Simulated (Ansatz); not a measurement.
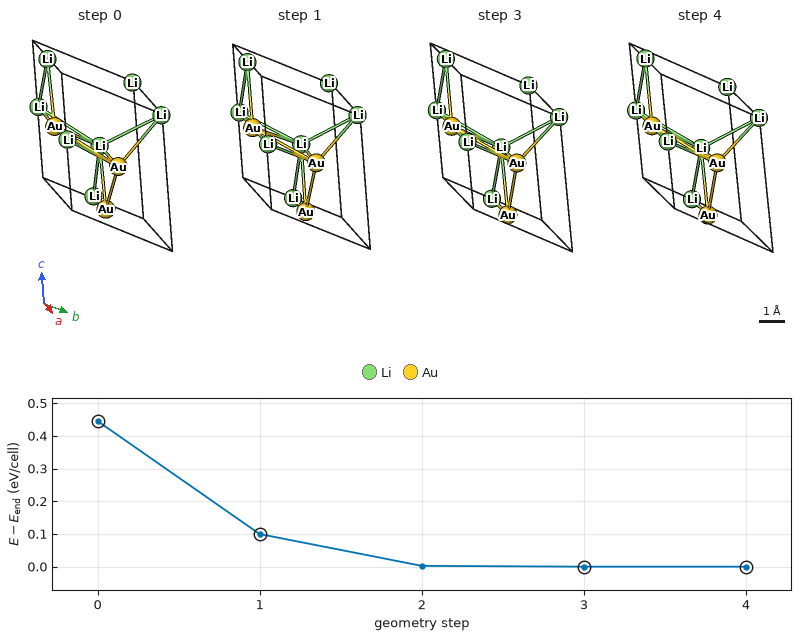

Frames of a relaxation of solid Li₅Au₃ (a generated structure, set up in P1) (coarse preliminary run), marked on the history of the run. Style: ball-and-stick. Shown: the cell of the calculation, reduced to other axes, slightly off an axis. Lengths and directions refer to the drawn axes.

The calculation used DFT PBE, scalar-relativistic, plane waves, PAW in Ansatz 0.2.0.

Input file:
```yaml
crystal:
  lattice:
    - [-3.1841030015, 3.1050357803, 3.287463753]
    - [3.0800979815, -3.1515234929, 3.2299464455]
    - [3.148582419, 3.1160029103, -3.3339514656]
  atoms:
    - { symbol: Li, position: [0.5059318448, 0.5373549331, 0.5273833875] }
    - { symbol: Li, position: [0.0080815069, 0.996898332, 0.5205045954] }
    - { symbol: Li, position: [-0.0262187985, 0.4429756547, 0.9509027117] }
    - { symbol: Li, position: [0.5184460713, 0.0108080824, 0.0008073772] }
    - { symbol: Li, position: [-0.0135674915, -0.0125316496, -0.003663652] }
    - { symbol: Au, position: [-0.0230231297, 0.4912685302, 0.4740426233] }
    - { symbol: Au, position: [0.5499016912, 0.010192383, 0.5193400651] }
    - { symbol: Au, position: [0.4804483055, 0.5230337342, 0.0106828917] }
basis:
  ecutwfc: 420
kpoints:
  mp_grid: { grid: [6, 6, 6] }
hamiltonian:
  xc: pbe
scf:
  occupations: { method: gaussian, width: 0.2 }
  lower_state_search: "off"
output:
  forces: true
  stress: true
  eigenvalues: true
relax:
  adjacent_minimum: "off"
  f_tol: 0.025
  max_steps: 60
  cell: { stress_tol: 0.25 }
```

Run as
```bash
ansatz run input.yaml --threads 1 --pin off --max-ram 2048MiB --backend cpu --events-out ev --progress --plain --runs-dir out
```

Q: What happens along the run?

A: The run was cut off at its time limit before the program reported convergence, but its last step already meets the force threshold: the largest component is 0.0058 eV/Å against 0.025 eV/Å. The pressure is within 0.08 GPa of its target. The atom that moves furthest relative to the cell is Li3 (0.27 Å roughly along [−2 0 −1]). Largest moves by element: Li 0.27 Å, Au 0.24 Å. The volume changes by −2.7 %, with a 5.369 → 5.430 Å (+1.1 %), b 5.464 → 5.423 Å (−0.7 %), c 5.531 → 5.425 Å (−1.9 %), α 107.3° → 109.9°, β 110.3° → 109.2°, γ 109.9° → 109.3°. Some distances before and after: Li3–Au7 2.305 → 2.716 Å, Li3–Au7 (another image) 3.065 → 2.714 Å, Au6–Au7 3.421 → 3.103 Å, Li3–Au8 3.003 → 2.715 Å. The space group stays P1 (No. 1). The energy falls by 0.446 eV per cell of the calculation in 4 geometry steps. Largest force component: 0.97 eV/Å at the start, 0.0058 eV/Å at the end. Pressure: 0.85 GPa at the start and 0.08 GPa at the end. From step 0 to 1: Li3 moves most (0.19 Å), volume −4.9 %, energy −0.346 eV per cell of the calculation. From step 1 to 3: Li and Au atoms move most (0.11 Å), volume +2.6 %, energy −99.9 meV per cell of the calculation. From step 3 to 4: volume −0.2 %, energy +0.0 meV per cell of the calculation.

| step | E − E(0), meV/atom | largest force component, eV/Å | pressure, GPa | volume, Å³/atom |
| --- | --- | --- | --- | --- |
| 0 | 0.00 | 0.9662 | 0.85 | 15.778 |
| 1 | -43.20 | 0.3678 | 1.52 | 15.001 |
| 2 | -55.38 | 0.0083 | -0.18 | 15.463 |
| 3 | -55.69 | 0.0011 | -0.03 | 15.397 |
| 4 | -55.69 | 0.0058 | 0.08 | 15.359 |
